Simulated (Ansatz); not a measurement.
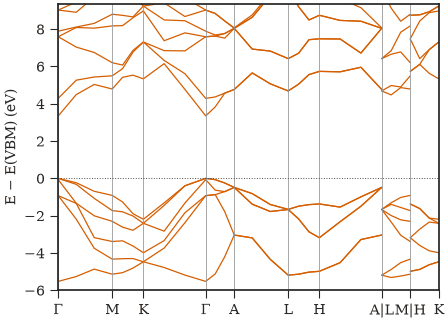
Band structure from HSE06 (plane waves, PAW; program Ansatz)

Question: Read off the gap and where the band edges lie.

Answer: About 3.4 eV (3.35 eV among the points solved); maximum at Γ, minimum at Γ.

The material is ZnS (wurtzite, P6_3mc).

The cell was relaxed with HSE06 under the symmetry of its start. The hybrid was solved on a coarse mesh, the path and, where they were found, the r²SCAN edge points; its band edges are the extreme levels among these.

Potentials: the later of the program's two PAW sets.
